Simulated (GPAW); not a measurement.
# Near-edge structure at the Rh L₃ edge of LiRh (P-6m2), part 3 of 3

What does one-electron theory with a core hole give for the Rh L₃ edge of LiRh (P-6m2)?

GPAW 26.7.0; X-ray absorption from dipole matrix elements to empty bands, plane-wave PAW LDA.

So far. Step 5 (Spectrum with XCH, Rh atom 1): Main maxima below 30 eV (height): 1.2 eV (1.78), 8.6 eV (1.05) and 12.8 eV (1.19).  Step 6 (Spectrum with FCH, Rh atom 1): The time allowed ran out, so this step gives no result.

**8. Spectrum with XCH, Rh atom 1**

A smaller cell brings the holes closer; here they are 5.1 Å apart.

Changed against the first core-hole run: supercell atoms from 24 to 12; the field's mesh follows (4×4×4 to 6×6×4).

xas.py reads:

```python
import numpy as np
from ase import Atoms
from ase.parallel import parprint, paropen
from gpaw import GPAW, PW, FermiDirac, Mixer, MixerDif, setup_paths
from gpaw.test import gen
setup_paths.insert(0, '.')
gen('Rh', name='fch2p', xcname='LDA', corehole=(2, 1, 1), write_xml=True)
from gpaw.mpi import world
world.barrier()

atoms = Atoms('Rh6Li6',
    cell=[[-2.65230046, 0, -4.32660441],
     [2.65230046, 0, -4.32660441],
     [-1.32615023, -6.89087873, 0]],
    scaled_positions=[[0.77777778, 0.22222222, 0.88888889],
     [0.27777778, 0.72222222, 0.88888889],
     [0.94444444, 0.05555556, 0.22222222],
     [0.44444444, 0.55555556, 0.22222222],
     [0.11111111, 0.88888889, 0.55555556],
     [0.61111111, 0.38888889, 0.55555556],
     [0.75, 0.75, 0],
     [0.25, 0.25, 0],
     [0.91666667, 0.58333333, 0.33333333],
     [0.41666667, 0.08333333, 0.33333333],
     [0.08333333, 0.41666667, 0.66666667],
     [0.58333333, 0.91666667, 0.66666667]],
    pbc=True)
atoms.calc = calc = GPAW(legacy_gpaw=True, mode=PW(500), xc='LDA', setups={0: 'fch2p'},
    kpts={'size': (6, 6, 4), 'gamma': True}, occupations=FermiDirac(0.1),
    charge=-1, mixer=Mixer(0.1, 5, 50), maxiter=150,
    convergence={'density': 0.0001}, txt='scf.txt')
energy = atoms.get_potential_energy() + calc.get_reference_energy()
ef = calc.get_fermi_level()
out = dict(energy=energy, fermi=ef, forces=atoms.get_forces().tolist())
parprint(f'all-electron energy {energy:.4f} eV, Fermi level {ef:.4f} eV')
ev = np.array([[calc.get_eigenvalues(k, s) for k in range(len(calc.get_ibz_k_points()))] for s in range(calc.get_number_of_spins())])
out['homo'], out['lumo'], out['counts'] = ev[ev < ef].max(), ev[ev > ef].min(), sorted(set((ev < ef).sum((0, 2)).tolist()))
out['filled'] = (ev[:, 0] < ef).sum(1).tolist()

from ase.units import Ha
from gpaw.xas import dipole_matrix_elements
nb = int(calc.get_number_of_electrons() / 2) + 127
top, nb = nb, nb + 8 + nb // 12
nscf = calc.fixed_density(kpts={'size': (6, 6, 4), 'gamma': True}, nbands=nb,
    convergence={'bands': top, 'eigenstates': 1e-5}, maxiter=60, txt='nscf.txt')
cell = atoms.cell.array
ops = [cell.T @ U.T @ np.linalg.inv(cell.T) for U in nscf.wfs.kd.symmetry.op_scc]
E = np.arange(-6, 34, 0.1)
fwhm = np.interp(E, [4, 25], [2.13, 3.5])
Y, X, zero, highest = 0, 0, 1e9, 1e9
for spin in range(nscf.get_number_of_spins()):
    wfs = nscf.wfs
    A = dipole_matrix_elements(wfs.setups[0])
    eps = np.zeros((wfs.kd.nibzkpts, nb))
    d = np.zeros((3, A.shape[1], wfs.kd.nibzkpts, nb), complex)
    for kpt in wfs.kpt_u:
        if kpt.s == spin and 0 in kpt.P_ani:
            eps[kpt.k] = kpt.eps_n * Ha
            d[:, :, kpt.k] = (kpt.weight * wfs.nspins / 2) ** 0.5 * np.inner(A, kpt.P_ani[0])
    world.sum(eps)
    world.sum(d)
    T = np.einsum('amkn,bmkn->abkn', d, d.conj()).real
    T = sum(np.einsum('ai,ijkn,bj->abkn', R, T, R) for R in ops) / len(ops)
    empty = eps > ef
    zero, highest = min(zero, eps[empty].min()), min(highest, eps[:, top - 1].min())
    lines = [(eps, T, empty)] if spin == 0 else lines + [(eps, T, empty)]
for eps, T, empty in lines:
    f = np.einsum('aakn->akn', T).reshape(3, -1)
    x = eps.ravel() - zero
    w = np.interp(x, E, fwhm) / 2.35482
    g = np.exp(-0.5 * ((E[:, None] - x) / w) ** 2) / (w * (2 * np.pi) ** 0.5)
    Y = Y + (f * empty.ravel()) @ g.T
    X = X + (f * ~empty.ravel()) @ g.T
out.update(E=E.round(2).tolist(), xas=Y.tolist(), xes=X.tolist(), zero=zero, valid=highest - zero, nk=len(eps), nb=nb)
for i in range(0, len(E), 10):
    parprint(f'{E[i]:7.2f}', *(f'{v:10.3e}' for v in Y[:, i]))
import json
with paropen('out.json', 'w') as f:
    json.dump(out, f)
```

Run with:

```console
$ OMP_NUM_THREADS=1 mpirun -n 4 gpaw python xas.py
```

Numbers of over 12 decimals in the logs are rounded to 6 here.

What it wrote:

```text
Input parameters:
  charge: -1
  convergence: {density: 0.0001}
  kpts: {gamma: True,
         size: (6, 6, 4)}
  maxiter: 150
  mixer: {backend: pulay,
          beta: 0.1,
          method: separate,
          nmaxold: 5,
          weight: 50}
  mode: {ecut: 500.0,
         name: pw}
  occupations: {fixmagmom: False,
                name: fermi-dirac,
                width: 0.1}
  setups: {0: fch2p}

Initialize ...

[...]
*d    :     0.321388
--------------------------------

Diagonalizing with gridspacing h=0.050

state   all-electron     PAW
-------------------------------
5s:      -0.461536    -0.461784
4p:      -2.410246    -2.410403
4d:      -0.678612    -0.679454
*f:                   -0.022353
-------------------------------
all-electron energy -778280.4798 eV, Fermi level 6.0996 eV
[...]
32.00  5.432e-06  5.443e-06  5.658e-06
  33.00  5.719e-06  5.732e-06  5.871e-06
[key lines of the parts left out:]
Converged after 21 iterations.
Dipole moment: (-2.386082, -9.945143, 0.000000) |e|*Ang
Free energy:    -77.240121
Fermi level: 6.09964
```

Elapsed: 4.7 min, on 4 MPI ranks of Arm Neoverse V2, shared host; peak memory 0.6 GiB; 19 min of CPU time.

| E (eV) | first run | this run |
| --- | --- | --- |
| -2.0 | 0.04 | 0.04 |
| -1.0 | 0.35 | 0.39 |
| 0.0 | 1.19 | 1.26 |
| 1.0 | 1.77 | 1.84 |
| 2.0 | 1.61 | 1.64 |
| 3.0 | 1.22 | 1.18 |
| 4.0 | 0.89 | 0.86 |
| 5.0 | 0.70 | 0.68 |
| 6.0 | 0.59 | 0.58 |
| 7.0 | 0.71 | 0.73 |
| 8.0 | 0.99 | 1.00 |
| 9.0 | 1.03 | 1.02 |
| 10.0 | 0.92 | 0.91 |
| 11.0 | 0.93 | 0.94 |
| 12.0 | 1.11 | 1.11 |
| 13.0 | 1.19 | 1.18 |
| 14.0 | 1.07 | 1.06 |
| 15.0 | 0.94 | 0.94 |
| 16.0 | 0.87 | 0.86 |
| 17.0 | 0.83 | 0.82 |
| 18.0 | 0.80 | 0.80 |
| 19.0 | 0.77 | 0.77 |
| 20.0 | 0.74 | 0.73 |
| 21.0 | 0.72 | 0.71 |
| 22.0 | 0.72 | 0.72 |
| 23.0 | 0.73 | 0.73 |
| 24.0 | 0.75 | 0.75 |
| 25.0 | 0.77 | 0.77 |
| 26.0 | 0.80 | 0.80 |
| 27.0 | 0.82 | 0.81 |
| 28.0 | 0.82 | 0.82 |
| 29.0 | 0.83 | 0.82 |
| 30.0 | 0.85 | 0.84 |
| 31.0 | 0.87 | 0.88 |
| 32.0 | 0.91 | 0.92 |

The scaled spectrum changes by 2 % r.m.s. The highest intensity below 24 eV stays at 1.2 eV.

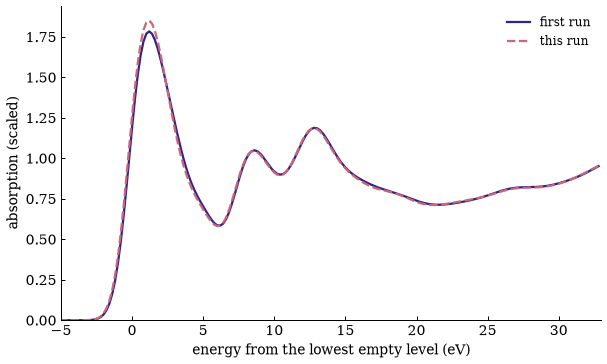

The effect of the change (supercell atoms from 24 to 12).

The photon energy of the zero moves by +0.05 eV.

**9. Reference energy of the supercell**

The cell, mesh and cutoff change for the next run, so it gets a reference energy of its own.

scf.py reads:

```python
import numpy as np
from ase import Atoms
from ase.parallel import parprint, paropen
from gpaw import GPAW, PW, FermiDirac, Mixer, MixerDif, setup_paths
from gpaw.test import gen
setup_paths.insert(0, '.')
gen('Rh', name='nch2p', xcname='LDA', corehole=(2, 1, 0), write_xml=True)
from gpaw.mpi import world
world.barrier()

atoms = Atoms('Rh12Li12',
    cell=[[-2.65230046, 4.59391915, 4.32660441],
     [-2.65230046, -4.59391915, 4.32660441],
     [5.30460092, 0, 4.32660441]],
    scaled_positions=[[0, 0.83333333, 0.16666667],
     [0.33333333, 0.16666667, 0.5],
     [0.5, 0.33333333, 0.16666667],
     [0, 0.33333333, 0.66666667],
     [0.66666667, 0.5, 0.83333333],
     [0.66666667, 0, 0.33333333],
     [0.16666667, 0, 0.83333333],
     [0.16666667, 0.5, 0.33333333],
     [0.83333333, 0.66666667, 0.5],
     [0.33333333, 0.66666667, 0],
     [0.5, 0.83333333, 0.66666667],
     [0.83333333, 0.16666667, 0],
     [0.16666667, 0.16666667, 0.16666667],
     [0.5, 0.5, 0.5],
     [0.66666667, 0.66666667, 0.16666667],
     [0.16666667, 0.66666667, 0.66666667],
     [0.83333333, 0.83333333, 0.83333333],
     [0.83333333, 0.33333333, 0.33333333],
     [0.33333333, 0.33333333, 0.83333333],
     [0.33333333, 0.83333333, 0.33333333],
     [0, 0, 0.5],
     [0.5, 0, 0],
     [0.66666667, 0.16666667, 0.66666667],
     [0, 0.5, 0]],
    pbc=True)
atoms.calc = calc = GPAW(legacy_gpaw=True, mode=PW(600), xc='LDA', setups={0: 'nch2p'},
    kpts={'size': (4, 4, 4), 'gamma': True}, occupations=FermiDirac(0.1),
    charge=0, mixer=Mixer(0.1, 5, 50), maxiter=150,
    convergence={'density': 0.0001}, txt='scf.txt')
energy = atoms.get_potential_energy() + calc.get_reference_energy()
ef = calc.get_fermi_level()
out = dict(energy=energy, fermi=ef, forces=atoms.get_forces().tolist())
parprint(f'all-electron energy {energy:.4f} eV, Fermi level {ef:.4f} eV')
ev = np.array([[calc.get_eigenvalues(k, s) for k in range(len(calc.get_ibz_k_points()))] for s in range(calc.get_number_of_spins())])
out['homo'], out['lumo'], out['counts'] = ev[ev < ef].max(), ev[ev > ef].min(), sorted(set((ev < ef).sum((0, 2)).tolist()))
out['filled'] = (ev[:, 0] < ef).sum(1).tolist()
import json
with paropen('out.json', 'w') as f:
    json.dump(out, f)
```

Run with:

```console
$ OMP_NUM_THREADS=1 mpirun -n 4 gpaw python scf.py
```

What it wrote:

```text
Input parameters:
  convergence: {density: 0.0001}
  kpts: {gamma: True,
         size: (4, 4, 4)}
  maxiter: 150
  mixer: {backend: pulay,
          beta: 0.1,
          method: separate,
          nmaxold: 5,
          weight: 50}
  mode: {ecut: 600.0,
         name: pw}
  occupations: {fixmagmom: False,
                name: fermi-dirac,
                width: 0.1}
  setups: {0: nch2p}

Initialize ...

[... PAW data sets ...]

Reference energy: -1562504.868352  # eV

Spin-paired calculation

[... convergence settings ...]
Symmetries present (total): 1
[...]
Unit cell:
           periodic     x           y           z      points  spacing
  1. axis:    yes   -2.652300    4.593919    4.326604    40     0.1696
  2. axis:    yes   -2.652300   -4.593919    4.326604    40     0.1696
  3. axis:    yes    5.304601    0.000000    4.326604    40     0.1696

  Lengths:   6.845312   6.845312   6.845312
  Angles:   84.304724  84.304724  84.304724

Effective grid spacing dv^(1/3) = 0.1703

iter:   1  -147.869465
iter:   2  -138.794796   -0.95  -1.16
iter:   3  -133.992792   -0.67  -1.34
iter:   4  -133.659268   -2.33  -1.68
iter:   5  -133.434083   -2.02  -1.79
iter:   6  -133.530916   -1.76  -2.10
iter:   7  -133.382260   -3.15  -2.12

-------------------------------
```

Elapsed: 2.8 min, on 4 MPI ranks; peak memory 0.05 GiB.

The run was cut off at its time limit.

The time allowed ran out, so this step gives no result.

**10. Spectrum with XCH, Rh atom 1**

A test of how far the result depends on this setting.

Changed against the first core-hole run: cutoff (eV) to 600.

xas.py, as its differences from that of step 8:

```diff
@@ -10,21 +10,33 @@
 
-atoms = Atoms('Rh6Li6',
-    cell=[[-2.65230046, 0, -4.32660441],
-     [2.65230046, 0, -4.32660441],
-     [-1.32615023, -6.89087873, 0]],
-    scaled_positions=[[0.77777778, 0.22222222, 0.88888889],
-     [0.27777778, 0.72222222, 0.88888889],
-     [0.94444444, 0.05555556, 0.22222222],
-     [0.44444444, 0.55555556, 0.22222222],
-     [0.11111111, 0.88888889, 0.55555556],
-     [0.61111111, 0.38888889, 0.55555556],
-     [0.75, 0.75, 0],
-     [0.25, 0.25, 0],
-     [0.91666667, 0.58333333, 0.33333333],
-     [0.41666667, 0.08333333, 0.33333333],
-     [0.08333333, 0.41666667, 0.66666667],
-     [0.58333333, 0.91666667, 0.66666667]],
+atoms = Atoms('Rh12Li12',
+    cell=[[-2.65230046, 4.59391915, 4.32660441],
+     [-2.65230046, -4.59391915, 4.32660441],
+     [5.30460092, 0, 4.32660441]],
+    scaled_positions=[[0, 0.83333333, 0.16666667],
+     [0.33333333, 0.16666667, 0.5],
+     [0.5, 0.33333333, 0.16666667],
+     [0, 0.33333333, 0.66666667],
+     [0.66666667, 0.5, 0.83333333],
+     [0.66666667, 0, 0.33333333],
+     [0.16666667, 0, 0.83333333],
+     [0.16666667, 0.5, 0.33333333],
+     [0.83333333, 0.66666667, 0.5],
+     [0.33333333, 0.66666667, 0],
+     [0.5, 0.83333333, 0.66666667],
+     [0.83333333, 0.16666667, 0],
+     [0.16666667, 0.16666667, 0.16666667],
+     [0.5, 0.5, 0.5],
+     [0.66666667, 0.66666667, 0.16666667],
+     [0.16666667, 0.66666667, 0.66666667],
+     [0.83333333, 0.83333333, 0.83333333],
+     [0.83333333, 0.33333333, 0.33333333],
+     [0.33333333, 0.33333333, 0.83333333],
+     [0.33333333, 0.83333333, 0.33333333],
+     [0, 0, 0.5],
+     [0.5, 0, 0],
+     [0.66666667, 0.16666667, 0.66666667],
+     [0, 0.5, 0]],
     pbc=True)
-atoms.calc = calc = GPAW(legacy_gpaw=True, mode=PW(500), xc='LDA', setups={0: 'fch2p'},
-    kpts={'size': (6, 6, 4), 'gamma': True}, occupations=FermiDirac(0.1),
+atoms.calc = calc = GPAW(legacy_gpaw=True, mode=PW(600), xc='LDA', setups={0: 'fch2p'},
+    kpts={'size': (4, 4, 4), 'gamma': True}, occupations=FermiDirac(0.1),
     charge=-1, mixer=Mixer(0.1, 5, 50), maxiter=150,
@@ -41,5 +53,5 @@
 from gpaw.xas import dipole_matrix_elements
-nb = int(calc.get_number_of_electrons() / 2) + 127
+nb = int(calc.get_number_of_electrons() / 2) + 250
 top, nb = nb, nb + 8 + nb // 12
-nscf = calc.fixed_density(kpts={'size': (6, 6, 4), 'gamma': True}, nbands=nb,
+nscf = calc.fixed_density(kpts={'size': (4, 4, 4), 'gamma': True}, nbands=nb,
     convergence={'bands': top, 'eigenstates': 1e-5}, maxiter=60, txt='nscf.txt')
```

Run with:

```console
$ OMP_NUM_THREADS=1 mpirun -n 4 gpaw python xas.py
```

What it wrote:

```text
Input parameters:
  charge: -1
  convergence: {density: 0.0001}
  kpts: {gamma: True,
         size: (4, 4, 4)}
  maxiter: 150
  mixer: {backend: pulay,
          beta: 0.1,
          method: separate,
          nmaxold: 5,
          weight: 50}
  mode: {ecut: 600.0,
         name: pw}
  occupations: {fixmagmom: False,
                name: fermi-dirac,
                width: 0.1}
  setups: {0: fch2p}

Initialize ...

[... PAW data sets ...]

Reference energy: -1559455.819379  # eV

Spin-paired calculation

[... convergence settings ...]
Symmetries present (total): 1
[...]
2. axis:    yes   -2.652300   -4.593919    4.326604    40     0.1696
  3. axis:    yes    5.304601    0.000000    4.326604    40     0.1696

  Lengths:   6.845312   6.845312   6.845312
  Angles:   84.304724  84.304724  84.304724

Effective grid spacing dv^(1/3) = 0.1703

iter:   1  -173.508560
iter:   2  -152.755647   -0.35  -1.04
iter:   3  -148.610727   -0.57  -1.26
iter:   4  -145.043492   -1.24  -1.42
iter:   5  -144.320045   -2.03  -1.65
iter:   6  -144.202593   -2.26  -1.73
iter:   7  -143.866528   -2.42  -1.84
iter:   8  -143.825700   -3.08  -2.33
iter:   9  -143.827398c  -3.59  -2.42
iter:  10  -143.828217c  -3.55  -2.45

-------------------------------
```

Elapsed: 3.8 min, on 4 MPI ranks; peak memory 0.05 GiB.

The run was cut off at its time limit.

The time allowed ran out, so this step gives no result.

**11. With and without the hole**

Both curves are counted from their own zero, so only the shift of weight within the empty states shows.

| E (eV) | no hole | XCH |
| --- | --- | --- |
| -2.0 | 0.07 | 0.04 |
| -1.0 | 0.58 | 0.35 |
| 0.0 | 1.79 | 1.19 |
| 1.0 | 2.42 | 1.77 |
| 2.0 | 2.01 | 1.61 |
| 3.0 | 1.42 | 1.22 |
| 4.0 | 0.96 | 0.89 |
| 5.0 | 0.72 | 0.70 |
| 6.0 | 0.55 | 0.59 |
| 7.0 | 0.62 | 0.71 |
| 8.0 | 0.86 | 0.99 |
| 9.0 | 0.92 | 1.03 |
| 10.0 | 0.81 | 0.92 |
| 11.0 | 0.80 | 0.93 |
| 12.0 | 0.94 | 1.11 |
| 13.0 | 1.03 | 1.19 |
| 14.0 | 0.96 | 1.07 |
| 15.0 | 0.85 | 0.94 |
| 16.0 | 0.77 | 0.87 |
| 17.0 | 0.72 | 0.83 |
| 18.0 | 0.69 | 0.80 |
| 19.0 | 0.67 | 0.77 |
| 20.0 | 0.63 | 0.74 |
| 21.0 | 0.61 | 0.72 |
| 22.0 | 0.60 | 0.72 |
| 23.0 | 0.61 | 0.73 |
| 24.0 | 0.62 | 0.75 |
| 25.0 | 0.64 | 0.77 |
| 26.0 | 0.66 | 0.80 |
| 27.0 | 0.67 | 0.82 |
| 28.0 | 0.68 | 0.82 |
| 29.0 | 0.68 | 0.83 |
| 30.0 | 0.70 | 0.85 |
| 31.0 | 0.73 | 0.87 |
| 32.0 | 0.79 | 0.91 |

With each curve scaled to its own mean, the area from −2 to 6 eV with the hole is 8.1 against 10.2, and the centre of weight from −1 to 20 eV moves by +1.1 eV (first and strongest maxima below 20 eV: 1.0 eV (2.42), 8.6 eV (0.93) and 13.0 eV (1.03) without the hole, 1.2 eV (1.78), 8.6 eV (1.05) and 12.8 eV (1.19) with it): the near-edge weight falls against the higher-lying part.

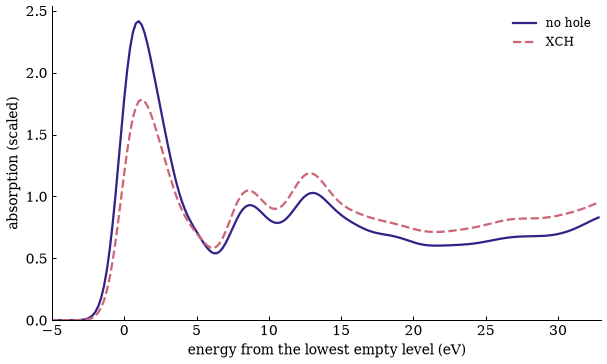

The Rh L₃ edge with and without the core hole, each from its own zero; the highest intensity below 24 eV lies at 1.2 eV with the hole.

**12. Results**

| Property | Result |
| --- | --- |
| absorber and edge | Rh L₃, atom 1 of the ground-state input (counted from 1) |
| surroundings | 6 Li at 2.65 Å and 6 Rh at 2.65 Å (anticuboctahedral, as in hcp, site symmetry -6m2) |
| highest intensity below 24 eV | 1.2 eV above the zero, height 1.78 |

In words: The Rh L₃ edge of atom 1, with 6 Li at 2.65 Å and 6 Rh at 2.65 Å (anticuboctahedral, as in hcp, site symmetry -6m2), has its highest intensity of the first 24 eV at 1.2 eV above the zero, 1.8 times the mean level of the first 20 eV (Gaussian full width 2.13 eV up to 4 eV, rising linearly to 3.5 eV at 25 eV). With each curve scaled to its own mean, the area from −2 to 6 eV with the hole is 8.1 against 10.2, and the centre of weight from −1 to 20 eV moves by +1.1 eV (first and strongest maxima below 20 eV: 1.0 eV (2.42), 8.6 eV (0.93) and 13.0 eV (1.03) without the hole, 1.2 eV (1.78), 8.6 eV (1.05) and 12.8 eV (1.19) with it): the near-edge weight falls against the higher-lying part. Changing the supercell atoms from 24 to 12 alters the shape by 2 % r.m.s., so this setting is converged. At the Rh L₃ edge of atom 1 polarisation matters most near 0.8 eV, where the curves differ by 1.3 on this scale. Only the L₃ part is meant: spin–orbit coupling of the core level isn't computed and the L₂ copy isn't added. The script folds with a Gaussian, whereas the core hole's own line is a Lorentzian, so the onset is too steep and the first peak too high. The structure is a computed Materials Project entry and may be a hypothetical form.

[Banner, clock and machine lines of the logs are left out without a mark of their own.]

[Logs are printed without paths, hosts, clocks, repeated set-up lines and the standing remarks that a program may print on its own settings, such as how far it seeks lower states.]

[Hosts, paths, dates, database ids (printed as entryN), source tags and the programs' standing remarks are cut or masked in the printed files.]

[Lists of maxima count a maximum above −3 eV only where it reaches 4 % of the highest in the window and stands out from its surroundings by 2 % of it (1.5 % where it reaches 55 %); shoulders and weaker maxima are passed over, and of the rest the first, up to two pre-edge ones and the few strongest are named.]
